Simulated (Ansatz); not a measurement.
**Two runs on BSiH₄OF**

System: BSiH₄OF, SMILES FBO[SiH3].
Method of the first run: RKS PBE0-D4/def2-TZVPP (Ansatz 0.2.0).

The geometry comes from this level: PBE0-D4/def2-TZVP. Text and figures count atoms from 1; the logs count them from 0 in places.

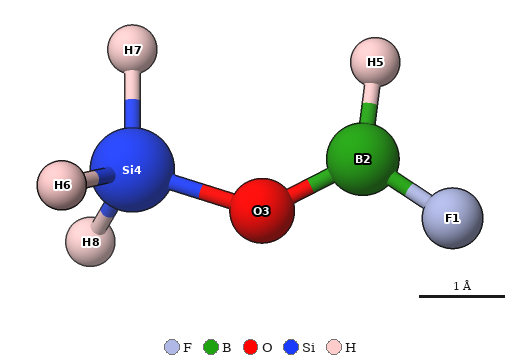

Figure 1. The structure as given in the input (ball-and-stick view, seen at a tilt; atoms are numbered from 1 in the order of the input). Bond lengths as drawn: B–F 1.32 Å, B–H 1.20 Å, B–O 1.34 Å, H–Si 1.48 Å and O–Si 1.66 Å.

**Input file, the first run**
```yaml
crystal:
  periodic: [false, false, false]
  atoms:
    - {symbol: F, position_ang: [-1.599390, -1.699161, 1.426067]}
    - {symbol: B, position_ang: [-0.685357, -0.787650, 1.132975]}
    - {symbol: O, position_ang: [-0.487466, -0.477079, -0.157613]}
    - {symbol: Si, position_ang: [0.521000, 0.572777, -0.945448]}
    - {symbol: H, position_ang: [-0.075329, -0.278522, 2.029773]}
    - {symbol: H, position_ang: [-0.317111, 1.531029, -1.702391]}
    - {symbol: H, position_ang: [1.370707, 1.295658, 0.034572]}
    - {symbol: H, position_ang: [1.365045, -0.214251, -1.873734]}
basis:
  gaussian: {orbitals: def2-TZVPP}
hamiltonian: {xc: pbe0, dispersion: d4}
output: {orbitals: {seedname: orbitals}}
```

Hardware: 2 CPU threads, shared host.

**Output (the first run)**
```
Functional definition: PBE0
  parameter a = 0.25
  parameter kappa = 0.804
  parameter beta = 0.06672455060314922
  exchange = (1 - a)*pbe_x(kappa = kappa, mu = beta*pi^2/3) + a*exact_x
  correlation = pbe_c(beta = beta)
1003 factors; their error is unknown
mean field evaluation 1: about -13375.8213 eV, gradient 5.3e1 eV
mean field evaluation 2: about -13368.5371 eV, gradient 8.4e1 eV
mean field evaluation 4: about -13380.0903 eV, gradient 4.7e0 eV
mean field evaluation 8: about -13380.1181 eV, gradient 2.4e-2 eV
mean field evaluation 16: about -13380.1499 eV, gradient 2.8e-5 eV
mean field -13380.14988323 eV, -491.7114388173 hartree, gradient 2.8e-5 eV, S^2 0.000000; 0 other end points of the search recorded, 0 dependent functions left out
reference -13380.14991647 eV, -491.7114400388 hartree; 20, 20 occupied and 171, 171 virtual orbitals, 1003 factors
Total energy: -13380.25237441 eV, -491.7152052989 hartree
```

For the second run the input was changed thus:
```diff
-  gaussian: {orbitals: def2-TZVPP}
+  gaussian: {orbitals: "def2-QZVPP.json"}
```

What does this change do to the results?

The total energy of the second run is 13.6 kcal/mol lower, which measures the change of basis and not a stability. The LUMO goes from 0.02 to −0.13 eV. The basis functions go from 191 to 361.

**Output (the second run)**
```
Functional definition: PBE0
  parameter a = 0.25
  parameter kappa = 0.804
  parameter beta = 0.06672455060314922
  exchange = (1 - a)*pbe_x(kappa = kappa, mu = beta*pi^2/3) + a*exact_x
  correlation = pbe_c(beta = beta)
1195 factors; their error is unknown
mean field evaluation 1: about -13376.1685 eV, gradient 5.5e1 eV
mean field evaluation 2: about -13368.2978 eV, gradient 8.7e1 eV
mean field evaluation 4: about -13380.6999 eV, gradient 5.0e0 eV
mean field evaluation 8: about -13380.7304 eV, gradient 2.7e-2 eV
mean field evaluation 16: about -13380.7389 eV, gradient 2.5e-5 eV
mean field -13380.73893084 eV, -491.7330859179 hartree, gradient 2.5e-5 eV, S^2 0.000000; 0 other end points of the search recorded, 0 dependent functions left out
reference -13380.73896816 eV, -491.7330872893 hartree; 20, 20 occupied and 341, 341 virtual orbitals, 1195 factors
Total energy: -13380.84142611 eV, -491.7368525494 hartree
```

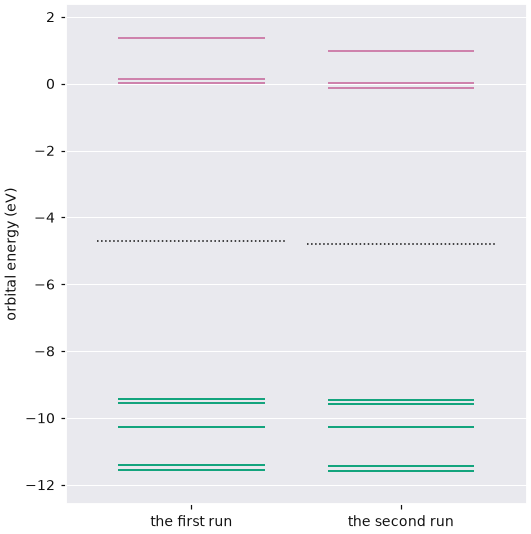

Figure 2. The five highest filled and three lowest empty orbital energies of the two runs; the dotted lines part filled from empty levels. The HOMO–LUMO gap is 9.47 eV in the first run and 9.33 eV in the second run.

**The two runs side by side**

| quantity | the first run | the second run |
| --- | --- | --- |
| outcome | converged | converged |
| total energy (hartree) | −491.715205 | −491.736853 |
| HOMO (eV) | −9.44 | −9.46 |
| LUMO (eV) | 0.02 | −0.13 |
| basis functions | 191 | 361 |
| wall time (shared host) | 2.2 s | 7 s |
